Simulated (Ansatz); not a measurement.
**Geometry relaxation, with input and output: BNH$_{4}$F (part 2 of 2)**

Continued. System: BNH$_{4}$F, multiplicity 2. Method: UKS PBE-D4/def2-SVP (Ansatz 0.2.0). The run did not end well. The input holds or restrains some coordinates. It belongs to a series of runs on one base structure; here: pulled along the bonds that form and break, towards end B.

Geometry of the input (Å):
```
B  0.0000  0.0000  0.0000
F  0.0000  0.0000  1.5700
H  1.0305  0.0000  -0.5950
N  -1.3423  0.0000  -0.7750
H  -2.0112  -0.8164  -0.6764
H  -1.5914  0.8164  -1.4036
H  0.0000  0.0000  2.7900
```

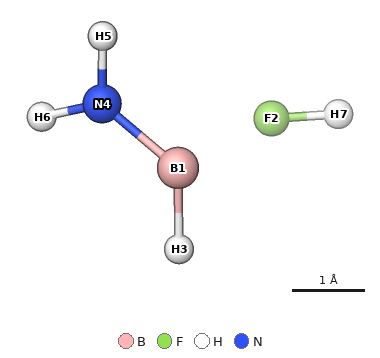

Fig. 1: The geometry at step 13 of the log (ball-and-stick view, seen at a tilt; atoms are numbered from 1 in the order of the input).

### Trajectory as extended XYZ (Å, eV, eV/Å), 25 frames, from step=1 to step=25
```
7
Properties=species:S:1:pos:R:3:forces:R:3 step=1 energy=-4935.95487
B     0.0000    0.0000    0.0000   -3.8018  -0.3817  -0.5892
F     0.0000    0.0000    1.5700   -0.0308  -0.8186  -4.3389
H     1.0305    0.0000   -0.5950    0.7071   0.6879   0.1930
N    -1.3423    0.0000   -0.7750    2.2575   0.0391   1.5900
H    -2.0112   -0.8164   -0.6764    0.5642   1.6687   0.1055
H    -1.5914    0.8164   -1.4036    0.2890  -1.5552   0.5137
H     0.0000    0.0000    2.7900    0.0147   0.3598   2.5259
7
Properties=species:S:1:pos:R:3:forces:R:3 step=2 energy=-4936.19792
B    -0.0236   -0.0383   -0.1734   -2.2940  -1.4912  -1.1777
F    -0.0111   -0.0508    1.7546    0.0077  -0.2363   1.4591
H     1.0701    0.0585   -0.6513    0.2871   0.9431   0.2581
N    -1.3367   -0.0016   -0.7995    2.0532   0.2549   1.0907
H    -2.0260   -0.7613   -0.6459    0.1765   0.9032   0.0772
H    -1.5869    0.7765   -1.4311   -0.2300  -0.5745  -0.0772
H    -0.0002    0.0169    2.8567   -0.0005   0.2007  -1.6301
7
Properties=species:S:1:pos:R:3:forces:R:3 step=3 energy=-4936.66657
B    -0.0471   -0.0755   -0.3271    0.3189  -2.0214  -0.3230
F    -0.0081   -0.0534    1.9495   -0.0395  -0.2538  -3.5277
H     1.0843    0.0815   -0.6586    0.2614   0.9479   0.1328
N    -1.3288    0.0056   -0.8024   -0.0378   0.3441  -0.0057
H    -2.0216   -0.7432   -0.6431    0.0507   0.6147  -0.0216
H    -1.5924    0.7671   -1.4346   -0.6072  -0.0451  -0.2701
H    -0.0007    0.0179    2.8264    0.0534   0.4136   4.0153
7
Properties=species:S:1:pos:R:3:forces:R:3 step=4 energy=-4937.12203
B    -0.0259   -0.2185   -0.4573    0.2411  -1.2223   0.1619
F     0.0052   -0.0327    2.0156   -0.0020   0.0060  -0.5880
H     1.1061    0.1507   -0.6667   -0.2775   0.5760  -0.0954
N    -1.3379    0.0089   -0.8201    0.4434   0.1692  -0.2296
H    -2.0457   -0.7168   -0.6633   -0.0458   0.3548  -0.0266
H    -1.6158    0.7828   -1.4342   -0.3706   0.0397  -0.0336
H    -0.0003    0.0255    2.9360    0.0115   0.0766   0.8113
7
Properties=species:S:1:pos:R:3:forces:R:3 step=5 energy=-4937.29942
B    -0.0068   -0.3987   -0.5281    1.0304   0.0345   0.1744
F    -0.0049    0.0468    1.9989   -0.0241   0.1017  -0.0053
H     1.0642    0.2418   -0.6303   -0.7878  -0.2720  -0.1273
N    -1.2963   -0.0512   -0.8638   -0.4717   0.4025  -0.3651
H    -2.0811   -0.6831   -0.6617    0.1151   0.2119  -0.1740
H    -1.5861    0.8322   -1.3347    0.1156  -0.4366   0.3472
H    -0.0033    0.0122    2.9297    0.0226  -0.0422   0.1499
7
Properties=species:S:1:pos:R:3:forces:R:3 step=6 energy=-4937.20391 accepted=F
B    -0.0066   -0.3951   -0.4755    0.0739   0.0647  -0.3116
F    -0.0655   -0.1355    2.0195    0.3958   0.8648   2.9603
H     1.0125    0.2665   -0.6488   -0.2653  -0.0639   0.0540
N    -1.2871   -0.0689   -0.9137   -0.0965   0.3443   0.0513
H    -2.0916   -0.6798   -0.7267    0.1391   0.1728  -0.1002
H    -1.5642    0.8517   -1.3162    0.1722  -0.5363   0.1943
H     0.0882    0.1611    2.9714   -0.4192  -0.8465  -2.8480
7
Properties=species:S:1:pos:R:3:forces:R:3 step=7 energy=-4937.32861
B    -0.0082   -0.4090   -0.4680   -0.1648  -0.1241  -0.3086
F    -0.0220    0.0389    2.0264   -0.1417   0.1089  -1.0090
H     0.9953    0.2472   -0.6525    0.0095   0.0944   0.0636
N    -1.2912   -0.0615   -0.8780    0.0565  -0.0889   0.0777
H    -2.0918   -0.6893   -0.7532    0.0706   0.1413  -0.0158
H    -1.5504    0.8397   -1.3027    0.0386  -0.0900   0.0430
H     0.0539    0.0340    2.9380    0.1312  -0.0415   1.1491
7
Properties=species:S:1:pos:R:3:forces:R:3 step=8 energy=-4937.34782
B     0.0081   -0.4384   -0.4849   -0.1329   0.0968  -0.2545
F    -0.0676    0.0585    1.9937   -0.1035   0.1187  -0.1299
H     0.9899    0.2608   -0.6529    0.0135  -0.0314   0.0397
N    -1.2790   -0.0678   -0.8614    0.0311  -0.1520   0.0438
H    -2.0881   -0.6819   -0.7324    0.0454   0.0760  -0.0280
H    -1.5342    0.8424   -1.2662    0.0574  -0.0515   0.0574
H     0.0565    0.0262    2.9141    0.0889  -0.0565   0.2714
7
Properties=species:S:1:pos:R:3:forces:R:3 step=9 energy=-4937.35851
B     0.0017   -0.4579   -0.4908   -0.0309   0.0005  -0.1505
F    -0.0817    0.1105    1.9695   -0.1412   0.1654  -0.2129
H     0.9819    0.2522   -0.5994    0.0266  -0.0164  -0.0004
N    -1.2805   -0.0807   -0.8655    0.0337  -0.1087   0.0363
H    -2.0930   -0.6934   -0.7747   -0.0022   0.0074  -0.0196
H    -1.5264    0.8545   -1.2062   -0.0071   0.0562  -0.0063
H     0.0835    0.0148    2.8770    0.1211  -0.1043   0.3535
7
Properties=species:S:1:pos:R:3:forces:R:3 step=10 energy=-4937.36023
B    -0.0005   -0.4614   -0.4836   -0.0085  -0.0306  -0.1391
F    -0.0914    0.1458    1.9652   -0.2557   0.2866  -0.6922
H     0.9820    0.2466   -0.5823    0.0219  -0.0087   0.0012
N    -1.2802   -0.0842   -0.8643    0.0284  -0.0572   0.0243
H    -2.0937   -0.6963   -0.7872   -0.0178  -0.0208  -0.0066
H    -1.5257    0.8567   -1.1896   -0.0027   0.0543  -0.0157
H     0.0951   -0.0072    2.8519    0.2344  -0.2236   0.8281
7
Properties=species:S:1:pos:R:3:forces:R:3 step=11 energy=-4937.31728 accepted=F
B    -0.0060   -0.4838   -0.4602    0.1242   0.0301   0.0297
F    -0.1999    0.3068    1.9457    1.0023  -1.0331   2.3822
H     0.9751    0.2358   -0.5155   -0.0094  -0.0742  -0.0355
N    -1.2754   -0.1010   -0.8601   -0.0450   0.0490  -0.0588
H    -2.0969   -0.7044   -0.8158   -0.0244  -0.0419   0.0003
H    -1.5039    0.8581   -1.1445   -0.0249   0.0036  -0.0264
H     0.1927   -0.1114    2.7605   -1.0228   1.0665  -2.2915
7
Properties=species:S:1:pos:R:3:forces:R:3 step=12 energy=-4937.38402
B    -0.0056   -0.4718   -0.4667    0.0544  -0.0715  -0.0813
F    -0.1223    0.2373    1.9535   -0.2421   0.3425  -0.3882
H     0.9808    0.2341   -0.5389    0.0052  -0.0072  -0.0063
N    -1.2793   -0.0946   -0.8616   -0.0130   0.0753  -0.0182
H    -2.0954   -0.7049   -0.8165   -0.0304  -0.0611   0.0154
H    -1.5219    0.8601   -1.1506    0.0065   0.0086  -0.0272
H     0.1293   -0.0602    2.7908    0.2193  -0.2865   0.5058
7
Properties=species:S:1:pos:R:3:forces:R:3 step=13 energy=-4937.41185
B    -0.0087   -0.4636   -0.4362    0.1017   0.0172  -0.0023
F    -0.1751    0.2968    1.9663   -0.0529   0.1106   0.2144
H     0.9852    0.2366   -0.5157   -0.0439  -0.0558  -0.0355
N    -1.2770   -0.0931   -0.8543   -0.0242   0.0696  -0.0604
H    -2.0943   -0.6997   -0.7845   -0.0372  -0.0468  -0.0020
H    -1.5150    0.8476   -1.1921    0.0245  -0.0316   0.0042
H     0.1706   -0.1246    2.7265    0.0320  -0.0631  -0.1185
7
Properties=species:S:1:pos:R:3:forces:R:3 step=14 energy=-4937.45378
B    -0.0215   -0.4273   -0.3570   -0.0787  -0.0186  -0.0608
F    -0.2146    0.3672    2.0269   -0.0574   0.1324   0.1657
H     0.9805    0.2428   -0.4998    0.0383   0.0174   0.0105
N    -1.2764   -0.0915   -0.8474   -0.0275  -0.0078  -0.0223
H    -2.1001   -0.6899   -0.7506    0.0458   0.0337   0.0146
H    -1.4985    0.8150   -1.2790    0.0400  -0.0715   0.0098
H     0.2162   -0.2163    2.6169    0.0395  -0.0857  -0.1175
7
Properties=species:S:1:pos:R:3:forces:R:3 step=15 energy=-4937.50779
B    -0.0344   -0.3795   -0.2817    0.1030   0.0460   0.0827
F    -0.2544    0.4118    2.1018   -0.0251   0.1179   0.1961
H     0.9814    0.2707   -0.4635   -0.0707  -0.0703  -0.0218
N    -1.2763   -0.0861   -0.8204    0.0296   0.0106  -0.1265
H    -2.1106   -0.6528   -0.6687   -0.0427  -0.0469   0.0184
H    -1.4621    0.7421   -1.3977    0.0004   0.0092   0.0261
H     0.2420   -0.3063    2.4401    0.0055  -0.0664  -0.1750
7
Properties=species:S:1:pos:R:3:forces:R:3 step=16 energy=-4937.55315
B    -0.0220   -0.3866   -0.2430   -0.1786   0.0222   0.0003
F    -0.2858    0.4725    2.1139    0.1446  -0.1162   0.2520
H     0.9916    0.2431   -0.4349    0.1378   0.0668   0.0037
N    -1.2602   -0.0931   -0.7931    0.0730  -0.1482  -0.0052
H    -2.0869   -0.6761   -0.6529   -0.0364   0.0409   0.0223
H    -1.4570    0.7619   -1.3240    0.0099  -0.0099  -0.0416
H     0.2058   -0.3216    2.2440   -0.1503   0.1445  -0.2315
7
Properties=species:S:1:pos:R:3:forces:R:3 step=17 energy=-4937.62879
B    -0.0731   -0.3044   -0.1437    0.0879  -0.0104  -0.0405
F    -0.1910    0.4606    2.2599   -0.2625   0.6503   0.3281
H     0.9622    0.2927   -0.3704   -0.0338  -0.0256   0.0282
N    -1.2684   -0.1086   -0.8117   -0.1326   0.0615  -0.0372
H    -2.1323   -0.6252   -0.6373    0.0466  -0.0800   0.1032
H    -1.4197    0.6507   -1.4861    0.0986   0.0004  -0.0206
H     0.2077   -0.3658    2.0993    0.1957  -0.5960  -0.3612
7
Properties=species:S:1:pos:R:3:forces:R:3 step=18 energy=-4937.67205 accepted=F
B    -0.0737   -0.2743   -0.0916   -0.0594   0.1320  -0.0720
F    -0.1572    0.4715    2.3232    0.4563  -1.2093  -0.4183
H     0.9641    0.3037   -0.3415    0.0224  -0.0405   0.0343
N    -1.2633   -0.1068   -0.7795   -0.1206   0.1097  -0.1716
H    -2.1298   -0.6215   -0.6025    0.0901  -0.0171   0.1271
H    -1.3968    0.6080   -1.5138    0.1535  -0.2012   0.1918
H     0.1423   -0.3806    1.9157   -0.5424   1.2265   0.3086
7
Properties=species:S:1:pos:R:3:forces:R:3 step=19 energy=-4937.66349
B    -0.0677   -0.2953   -0.1254    0.0060   0.0277  -0.0533
F    -0.1949    0.4570    2.2773   -0.1469   0.4412   0.3353
H     0.9686    0.2925   -0.3610    0.0044  -0.0146   0.0160
N    -1.2650   -0.1046   -0.7919   -0.0607  -0.0686   0.0417
H    -2.1269   -0.6232   -0.6099    0.0542  -0.0361   0.0899
H    -1.4072    0.6345   -1.4869    0.0625   0.0526  -0.0716
H     0.1787   -0.3611    2.0078    0.0804  -0.4022  -0.3580
7
Properties=species:S:1:pos:R:3:forces:R:3 step=20 energy=-4937.69848
B    -0.0446   -0.2580   -0.1115   -0.0492  -0.0093  -0.1085
F    -0.2117    0.4377    2.3040   -0.0525   0.2512   0.2945
H     0.9925    0.2993   -0.4024    0.0305   0.0113   0.0543
N    -1.2507   -0.1032   -0.7717   -0.0673  -0.0564   0.0751
H    -2.1126   -0.6031   -0.5384    0.0814   0.0080   0.0641
H    -1.3998    0.5994   -1.5036    0.0543   0.0005  -0.0526
H     0.1126   -0.3721    1.9336    0.0027  -0.2052  -0.3269
7
Properties=species:S:1:pos:R:3:forces:R:3 step=21 energy=-4937.73619
B    -0.0436   -0.2538   -0.0904    0.0154   0.1918  -0.1256
F    -0.1824    0.4190    2.3376    0.0001   0.0750   0.1774
H     1.0006    0.3056   -0.3725   -0.0650  -0.0883   0.0379
N    -1.2498   -0.1006   -0.7483    0.0812  -0.0191  -0.0281
H    -2.1069   -0.6009   -0.5103   -0.0394  -0.0249   0.0771
H    -1.3867    0.5744   -1.5100    0.0408  -0.0471   0.0104
H     0.0543   -0.3437    1.8038   -0.0330  -0.0874  -0.1491
7
Properties=species:S:1:pos:R:3:forces:R:3 step=22 energy=-4937.74564
B    -0.0801   -0.1199   -0.0528    0.1679  -0.2435  -0.0288
F    -0.1153    0.3167    2.4300   -0.1388   0.6309   0.8024
H     1.0032    0.3336   -0.3596   -0.0971   0.0561  -0.0342
N    -1.2611   -0.0974   -0.7618    0.0836   0.1393  -0.0226
H    -2.1343   -0.5281   -0.4525    0.0077   0.0091   0.0122
H    -1.3480    0.4264   -1.6387   -0.1111  -0.0143  -0.0691
H     0.0212   -0.3312    1.7454    0.0878  -0.5776  -0.6599
7
Properties=species:S:1:pos:R:3:forces:R:3 step=23 energy=-4937.73170 accepted=F
B    -0.0675   -0.1361   -0.0390   -0.0824   0.0757  -0.3360
F    -0.1203    0.2716    2.4469   -0.2269   0.9357   1.2983
H     0.9925    0.3503   -0.3562    0.1026  -0.0172  -0.0406
N    -1.2469   -0.0875   -0.7533   -0.1530  -0.1122   0.1134
H    -2.1315   -0.4916   -0.4336    0.0848  -0.0393   0.0532
H    -1.3530    0.3841   -1.6554    0.0832   0.1062  -0.0881
H     0.0123   -0.2907    1.7005    0.1917  -0.9489  -1.0002
7
Properties=species:S:1:pos:R:3:forces:R:3 step=24 energy=-4937.75311
B    -0.0577   -0.1377   -0.0560   -0.0388  -0.0270  -0.1530
F    -0.1326    0.3075    2.4300   -0.1446   0.6282   0.8002
H     1.0071    0.3400   -0.3796    0.0131   0.0017  -0.0169
N    -1.2531   -0.0790   -0.7431    0.0359   0.0443  -0.1705
H    -2.1189   -0.5246   -0.4305    0.0272   0.0288   0.0095
H    -1.3556    0.4185   -1.6398   -0.0172  -0.0700   0.1704
H    -0.0036   -0.3249    1.7289    0.1243  -0.6060  -0.6397
7
Properties=species:S:1:pos:R:3:forces:R:3 step=25 energy=-4937.75072
B    -0.0411   -0.1347   -0.0670    0.2280  -0.0607  -0.1162
F    -0.2048    0.2985    2.4152   -0.2366   0.7040   0.8899
H     1.0251    0.3292   -0.4185   -0.0570   0.0067   0.0285
N    -1.2416   -0.0821   -0.7369   -0.0946  -0.0030  -0.0441
H    -2.1038   -0.5121   -0.3971   -0.0198   0.0027   0.0199
H    -1.3666    0.4243   -1.6192   -0.0237   0.0211  -0.0402
H     0.0185   -0.3232    1.7335    0.2036  -0.6709  -0.7376
```

### What the run reported

```tsv
quantity	value
outcome	not converged
hardware	1 thread of Arm Neoverse V1, 24 GiB of memory available, shared host
wall time	57 s
peak memory	0.14 GiB
```

The run did not converge: “geometry relaxation did not converge after 25 steps: max|allowed force component| = 8.90e-1 eV/Å without the restraints, 2.18e-1 eV/Å with the forces of `relax.restrain` added, the figure compared with `relax.f_tol` (threshold 1.5e-1). Raise `relax.max_steps` over both its present limit and 25, loosen `relax.f_tol`, or start from a geometry closer to equilibrium …” Its last values are not results.
